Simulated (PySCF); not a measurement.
**One shape, several levels: C2H3F (SMILES C=CF)**

Wanted: a comparison of 6 runs (HF/STO-3G, HF/def2-SVP, B3LYP/6-31G*, M06-2X/6-31G*, PBE/6-311G**, CCSD(T)/6-31G**) of C2H3F. Input form: a Python script.

The calculation is run with PySCF 2.14.0.

### Step 1. Starting point

The species is C2H3F (6 atoms), meant as a singlet with charge 0. SMILES: `C=CF`. Geometry: relaxed at PBE0-D4/def2-TZVP.

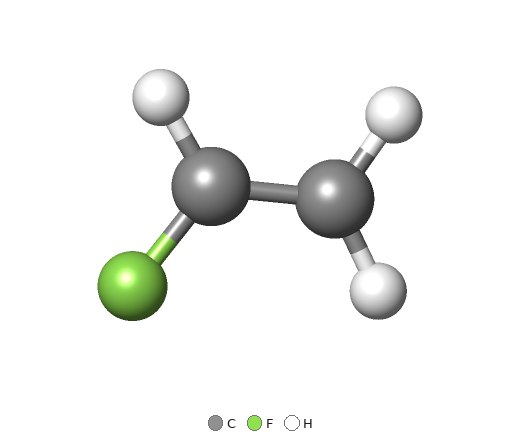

Viewed from a chosen angle; carbon grey, fluorine green, hydrogen white.

### Step 2. Energy and forces at HF/STO-3G (run 1)

Contents of calc.py:

```python
from pyscf import gto, scf

system = gto.M(
    atom='''
C   -0.536200   0.076400  -0.442800
C    0.490000  -0.016300   0.376600
F    0.966200  -1.192400   0.795500
H   -1.043900  -0.803300  -0.816600
H   -0.880200   1.054100  -0.749700
H    1.046100   0.817400   0.790700
''',
    charge=0,
    basis='sto-3g',
    max_memory=1860,
    verbose=4,
)

myscf = scf.RHF(system)
myscf.conv_tol = 1e-10
myscf.kernel()
if not myscf.converged:
    myscf = myscf.newton().run(myscf.mo_coeff, myscf.mo_occ)

e_tot = myscf.e_tot
print('Final energy', e_tot)
grad = myscf.nuc_grad_method().kernel()
dip = myscf.dip_moment()
pop, q = myscf.mulliken_pop()
```

Run with:

```console
$ OMP_NUM_THREADS=1 python calc.py
```

The program printed:

```text
PySCF version 2.14.0

[... 60 lines left out ...]
converged SCF energy = -174.531928785215
Final energy -174.53192878521537
[... 1 line left out ...]
******** <class 'pyscf.grad.rhf.Gradients'> for <class 'pyscf.scf.hf.RHF'> ********
unit = Eh/Bohr
--------------- RHF gradients ---------------
         x                y                z
0 C    -0.0075221763    -0.0085235601    -0.0056958926
1 C     0.0127654272    -0.0024982585     0.0102161170
2 F    -0.0081661057     0.0213842661    -0.0072191155
3 H    -0.0004176348    -0.0033183039    -0.0002114083
4 H     0.0026005579     0.0038761791     0.0019371184
5 H     0.0007399318    -0.0109203227     0.0009731811
----------------------------------------------
Dipole moment(X, Y, Z, Debye): -0.19440,  0.83560, -0.18303
 ** Mulliken pop  **
pop of  0 C 1s            1.99281
pop of  0 C 2s            1.14251
pop of  0 C 2px           1.00025
pop of  0 C 2py           1.00614
pop of  0 C 2pz           1.02451
pop of  1 C 1s            1.99334
pop of  1 C 2s            1.12579
pop of  1 C 2px           0.98903
pop of  1 C 2py           0.81205
pop of  1 C 2pz           0.99322
pop of  2 F 1s            1.99898
pop of  2 F 2s            1.93861
pop of  2 F 2px           1.86577
pop of  2 F 2py           1.45890
pop of  2 F 2pz           1.87421
pop of  3 H 1s            0.92506
pop of  4 H 1s            0.92827
pop of  5 H 1s            0.93053
 ** Mulliken atomic charges  **
charge of    0C =     -0.16624
charge of    1C =      0.08658
charge of    2F =     -0.13648
charge of    3H =      0.07494
charge of    4H =      0.07173
charge of    5H =      0.06947
```

Run time: 1 s. Hardware: 1 thread of Intel Xeon at 2.70GHz, shared host; peak memory 0.12 GiB.

### Step 3. Energy and forces at HF/def2-SVP (run 2)

Contents of calc.py:

```python
# C=CF
from pyscf import gto, scf

mol = gto.Mole()
mol.atom = '''
C   -0.536200   0.076400  -0.442800
C    0.490000  -0.016300   0.376600
F    0.966200  -1.192400   0.795500
H   -1.043900  -0.803300  -0.816600
H   -0.880200   1.054100  -0.749700
H    1.046100   0.817400   0.790700
'''
mol.max_memory = 1860
mol.verbose = 3
mol.charge = 0
mol.basis = 'def2-svp'
mol.build()

mf = scf.RHF(mol)
mf.conv_tol = 1e-10
mf.kernel()
if not mf.converged:
    mf = mf.newton().run(mf.mo_coeff, mf.mo_occ)

energy = mf.e_tot
print(f'total energy: {energy:.8f} hartree')
grad = mf.nuc_grad_method().kernel()
mf.analyze()
```

Run with:

```console
$ OMP_NUM_THREADS=1 python calc.py
```

The program printed:

```text
converged SCF energy = -176.747588809371
total energy: -176.74758881 hartree
--------------- RHF gradients ---------------
         x                y                z
0 C    -0.0051231738    -0.0002694633    -0.0040671385
1 C    -0.0015050036     0.0107670322    -0.0015871232
2 F     0.0053848081    -0.0127622532     0.0047237580
3 H    -0.0004901489    -0.0004026996    -0.0003704591
4 H     0.0001506547     0.0006444964     0.0000989530
5 H     0.0015828634     0.0020228874     0.0012020099
----------------------------------------------
**** MO energy ****
MO #1   energy= -26.2952634098039  occ= 2
MO #2   energy= -11.3304689257411  occ= 2
MO #3   energy= -11.2396662786433  occ= 2
MO #4   energy= -1.59998606264572  occ= 2
MO #5   energy= -1.04162607811888  occ= 2
MO #6   energy= -0.829536011906567 occ= 2
MO #7   energy= -0.73822646839549  occ= 2
MO #8   energy= -0.688601287741151 occ= 2
MO #9   energy= -0.68285761379589  occ= 2
MO #10  energy= -0.587594080000954 occ= 2
MO #11  energy= -0.556700813568136 occ= 2
MO #12  energy= -0.385656842398999 occ= 2
MO #13  energy= 0.170288752910381  occ= 0
MO #14  energy= 0.203181591826739  occ= 0
MO #15  energy= 0.223385066102501  occ= 0
MO #16  energy= 0.259578147001262  occ= 0
MO #17  energy= 0.338712190937765  occ= 0
MO #18  energy= 0.483943146715752  occ= 0
MO #19  energy= 0.545420967897572  occ= 0
MO #20  energy= 0.664267833230793  occ= 0
MO #21  energy= 0.674325169744734  occ= 0
MO #22  energy= 0.697323346380336  occ= 0
MO #23  energy= 0.753986278567977  occ= 0
MO #24  energy= 0.791009864967648  occ= 0
MO #25  energy= 0.859071486250533  occ= 0
MO #26  energy= 0.878081118880858  occ= 0
MO #27  energy= 0.926294212593839  occ= 0
MO #28  energy= 1.06274836696147   occ= 0
MO #29  energy= 1.18038693042539   occ= 0
MO #30  energy= 1.40860522129463   occ= 0
MO #31  energy= 1.47194760918798   occ= 0
MO #32  energy= 1.47954324339251   occ= 0
MO #33  energy= 1.51070158002847   occ= 0
MO #34  energy= 1.67806873501534   occ= 0
MO #35  energy= 1.79792486459735   occ= 0
MO #36  energy= 1.84777599864165   occ= 0
MO #37  energy= 1.88303609481238   occ= 0
MO #38  energy= 1.96378617321399   occ= 0
MO #39  energy= 2.00764137548591   occ= 0
MO #40  energy= 2.05245839795628   occ= 0
MO #41  energy= 2.10301150666095   occ= 0
MO #42  energy= 2.15848741729434   occ= 0
MO #43  energy= 2.25666938219154   occ= 0
MO #44  energy= 2.38921077608971   occ= 0
MO #45  energy= 2.55257397335786   occ= 0
MO #46  energy= 2.59563533756088   occ= 0
MO #47  energy= 2.6574770570247    occ= 0
MO #48  energy= 2.75766071729274   occ= 0
MO #49  energy= 3.00686581662421   occ= 0
MO #50  energy= 3.13029527482369   occ= 0
MO #51  energy= 3.29104757823166   occ= 0
MO #52  energy= 3.40951449257366   occ= 0
MO #53  energy= 3.46764188018498   occ= 0
MO #54  energy= 3.59482566728074   occ= 0
MO #55  energy= 3.72679447741402   occ= 0
MO #56  energy= 3.9511343331115    occ= 0
MO #57  energy= 4.28489532438637   occ= 0
 ** Mulliken atomic charges  **
charge of    0C =     -0.25507
charge of    1C =      0.24534
charge of    2F =     -0.31377
charge of    3H =      0.11137
charge of    4H =      0.10950
charge of    5H =      0.10262
Dipole moment(X, Y, Z, Debye): -0.48513,  1.53113, -0.43788
```

Run time: 2.1 s. Hardware: 1 thread of Intel Xeon at 2.70GHz, shared host; peak memory 0.13 GiB.

Runs 3 to 4 aren't shown in full; the table further down has their settings and results.

### Step 4. Energy and gradient at PBE/6-311G(d,p) (run 5)

Contents of input.py:

```python
# C=CF
from pyscf import gto, dft

molecule = gto.Mole()
molecule.atom = '''
C       -0.536200       0.076400      -0.442800
C        0.490000      -0.016300       0.376600
F        0.966200      -1.192400       0.795500
H       -1.043900      -0.803300      -0.816600
H       -0.880200       1.054100      -0.749700
H        1.046100       0.817400       0.790700
'''
molecule.basis = '6-311g**'
molecule.charge = 0
molecule.max_memory = 1860
molecule.verbose = 4
molecule.build()

calc0 = dft.RKS(molecule, xc='pbe')
calc0.conv_tol = 1e-10
calc0.grids.level = 5
calc0.kernel()
if not calc0.converged:
    calc0 = calc0.newton().run(calc0.mo_coeff, calc0.mo_occ)

etot = calc0.e_tot
print('E(%s) = %.9f' % ('PBE', etot))
grad = calc0.nuc_grad_method().kernel()
calc0.analyze()
```

Run with:

```console
$ OMP_NUM_THREADS=1 python input.py
```

The program printed:

```text
PySCF version 2.14.0

[... 93 lines left out ...]
Total Energy =                        -177.671379679662607
[... 8 lines left out ...]
MO #2   energy= -9.95828859763068  occ= 2
[... 6 lines left out ...]
MO #9   energy= -0.400698659539067 occ= 2
[... 6 lines left out ...]
MO #16  energy= 0.0862135704021831 occ= 0
[... 6 lines left out ...]
MO #23  energy= 0.454613051746207  occ= 0
[... 6 lines left out ...]
MO #30  energy= 0.905209494171915  occ= 0
[... 6 lines left out ...]
MO #37  energy= 1.34558607901297   occ= 0
[... 6 lines left out ...]
MO #44  energy= 1.78778182651263   occ= 0
[... 6 lines left out ...]
MO #51  energy= 2.45497595451497   occ= 0
[... 6 lines left out ...]
MO #58  energy= 3.02354732516751   occ= 0
[... 6 lines left out ...]
MO #65  energy= 4.03510251770027   occ= 0
[... 6 lines left out ...]
MO #72  energy= 66.2719213260303   occ= 0
[... 42 lines left out ...]
pop of  2 F 2px           1.88062
pop of  2 F 2py           1.63365
pop of  2 F 2pz           1.87743
pop of  2 F 3px           0.00174
pop of  2 F 3py           0.00162
pop of  2 F 3pz           0.00140
pop of  2 F 4px           0.00018
pop of  2 F 4py           0.00009
pop of  2 F 4pz           0.00016
pop of  2 F 3dxy          0.00091
pop of  2 F 3dyz          0.00081
pop of  2 F 3dz^2         0.00040
pop of  2 F 3dxz          0.00017
pop of  2 F 3dx2-y2       0.00089
pop of  3 H 1s            0.85299
pop of  3 H 2s            0.00786
pop of  3 H 3s            0.00297
pop of  3 H 2px           0.00033
pop of  3 H 2py           0.00058
pop of  3 H 2pz           0.00033
pop of  4 H 1s            0.85180
pop of  4 H 2s            0.00653
pop of  4 H 3s            0.00276
pop of  4 H 2px           0.00028
pop of  4 H 2py           0.00066
pop of  4 H 2pz           0.00035
pop of  5 H 1s            0.86669
pop of  5 H 2s            0.00821
pop of  5 H 3s            0.00330
pop of  5 H 2px           0.00053
pop of  5 H 2py           0.00064
pop of  5 H 2pz           0.00042
 ** Mulliken atomic charges  **
charge of    0C =     -0.31743
charge of    1C =      0.15780
charge of    2F =     -0.23313
charge of    3H =      0.13494
charge of    4H =      0.13762
charge of    5H =      0.12020
Dipole moment(X, Y, Z, Debye): -0.29829,  1.10456, -0.27471
```

It took 21 s on 1 thread of Intel Xeon at 2.70GHz, shared host; peak memory 0.71 GiB.

### Step 5. A single-point energy at CCSD(T)/6-31G(d,p) (spherical functions) (run 6)

Contents of input.py:

```python
from pyscf import gto, cc

mol = gto.M(
    atom=[
    ('C', (-0.536200, 0.076400, -0.442800)),
    ('C', (0.490000, -0.016300, 0.376600)),
    ('F', (0.966200, -1.192400, 0.795500)),
    ('H', (-1.043900, -0.803300, -0.816600)),
    ('H', (-0.880200, 1.054100, -0.749700)),
    ('H', (1.046100, 0.817400, 0.790700)),
],
    verbose=4,
    max_memory=1860,
    charge=0,
    basis='6-31g**',
)

calc0 = mol.RHF()
calc0.conv_tol = 1e-10
calc0.kernel()
if not calc0.converged:
    calc0 = calc0.newton().run(calc0.mo_coeff, calc0.mo_occ)

mycc = cc.CCSD(calc0, frozen=3)
mycc.kernel()
e_t = mycc.ccsd_t()
e_final = mycc.e_tot + e_t
print('Final energy', e_final)
calc0.analyze()
```

Run with:

```console
$ OMP_NUM_THREADS=1 python input.py
```

The program printed:

```text
PySCF version 2.14.0

[... 62 lines left out ...]
converged SCF energy = -176.885963027447
[... 30 lines left out ...]
One-electron Energy =                 -377.474897680258096
[... 7 lines left out ...]
MO #3   energy= -11.230648858402   occ= 2
[... 5 lines left out ...]
MO #9   energy= -0.675791534681945 occ= 2
[... 5 lines left out ...]
MO #15  energy= 0.281801066731381  occ= 0
[... 5 lines left out ...]
MO #21  energy= 0.801045189283589  occ= 0
[... 5 lines left out ...]
MO #27  energy= 1.16389534450081   occ= 0
[... 5 lines left out ...]
MO #33  energy= 1.68424728065196   occ= 0
[... 5 lines left out ...]
MO #39  energy= 2.18915205186802   occ= 0
[... 5 lines left out ...]
MO #45  energy= 2.53423333808459   occ= 0
[... 5 lines left out ...]
MO #51  energy= 3.01711870360826   occ= 0
[... 5 lines left out ...]
MO #57  energy= 4.095386265016     occ= 0
[... 27 lines left out ...]
pop of  1 C 3dz^2         0.00283
pop of  1 C 3dxz          0.00248
pop of  1 C 3dx2-y2       0.00392
pop of  2 F 1s            1.99999
pop of  2 F 2s            1.82518
pop of  2 F 3s            0.00243
pop of  2 F 2px           1.90637
pop of  2 F 2py           1.65357
pop of  2 F 2pz           1.91060
pop of  2 F 3px           0.00210
pop of  2 F 3py           0.00090
pop of  2 F 3pz           0.00181
pop of  2 F 3dxy          0.00259
pop of  2 F 3dyz          0.00232
pop of  2 F 3dz^2         0.00112
pop of  2 F 3dxz          0.00050
pop of  2 F 3dx2-y2       0.00250
pop of  3 H 1s            0.86744
pop of  3 H 2s            0.00879
pop of  3 H 2px           0.00035
pop of  3 H 2py           0.00088
pop of  3 H 2pz           0.00024
pop of  4 H 1s            0.87133
pop of  4 H 2s            0.00810
pop of  4 H 2px           0.00023
pop of  4 H 2py           0.00104
pop of  4 H 2pz           0.00022
pop of  5 H 1s            0.87358
pop of  5 H 2s            0.01028
pop of  5 H 2px           0.00056
pop of  5 H 2py           0.00097
pop of  5 H 2pz           0.00036
 ** Mulliken atomic charges  **
charge of    0C =     -0.27925
charge of    1C =      0.23562
charge of    2F =     -0.31199
charge of    3H =      0.12230
charge of    4H =      0.11907
charge of    5H =      0.11426
Dipole moment(X, Y, Z, Debye): -0.44484,  1.44174, -0.40280
```

Run time: 5.1 s. Hardware: 1 thread of Intel Xeon at 2.70GHz, shared host; peak memory 0.19 GiB.

### Step 6. Overview of the runs

```tsv
run	level	integration grid	task	energy (Eh)	dipole moment (D) of the reference	HOMO energy (eV)	LUMO energy (eV)	wall time
1	HF/STO-3G	–	gradient	-174.531929	0.88	-8.40	8.68	1 s
2	HF/def2-SVP	–	gradient	-176.747589	1.66	-10.49	4.63	2.1 s
3	B3LYP/6-31G* (spherical functions)	5	gradient	-177.816741	1.20	-7.08	0.69	18 s
4	M06-2X/6-31G* (spherical functions)	5	gradient	-177.740015	1.30	-8.71	1.89	19 s
5	PBE/6-311G**	5	gradient	-177.671380	1.18	-6.34	-0.55	21 s
6	CCSD(T)/6-31G** (spherical functions)	–	energy	-177.359424	1.56	-10.28	5.03	5.1 s
```

### Step 7. What came out

| quantity | value |
| --- | --- |
| run 6: total energy | -177.35942 Eh |
| run 6: dipole moment (Hartree–Fock density) | 1.56 D |
| run 6: HOMO energy (Hartree–Fock orbitals) | -10.28 eV |
| run 6: LUMO energy (Hartree–Fock orbitals) | 5.03 eV |
| run 6: HOMO–LUMO gap (Hartree–Fock orbitals) | 15.32 eV |
| run 6: correlation energy (3 core orbitals frozen) | -473.5 mEh |
| run 6: (T) correction | -13.14 mEh |
| run 6: T1 diagnostic | 0.012 |

Over runs 1, 2, 3, 4, 5 the dipole moment (its size) runs from 0.88 D (HF/STO-3G) to 1.66 D (HF/def2-SVP). Over runs 1, 2, 3, 4, 5 the HOMO–LUMO gap runs from 5.78 eV (PBE/6-311G**) to 17.08 eV (HF/STO-3G). The two ends differ in method and basis. Totals of different functionals can't be ranked against each other. In run 1 the basis is minimal, so the values are rough. All runs together took 66 s, the longest 21 s.
